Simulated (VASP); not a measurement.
Band structure of KF (rock salt). These are revTPSS meta-GGA, VASP's PBE PAW potentials (set 64) (plane waves; VASP) values and carry that method's errors.

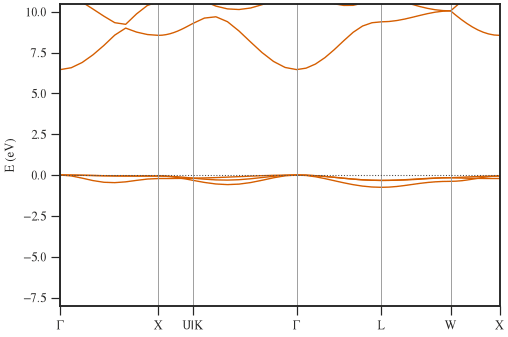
Fig. 1. Bands along high-symmetry lines, zero at the valence-band maximum or, without a gap, the Fermi level

### Question
Read the plot: is there a gap, and where are the band edges?

### Answer
The gap is direct, 6.46 eV, from the valence maximum at Γ to the conduction minimum at Γ.

Measured: gap 10.90 eV (computed value off by -4.44 eV), as given by David Koller et al., Journal of Physics Condensed Matter (2013), arXiv:1304.4470.

The compound is KF in the rock salt structure. It was relaxed first.
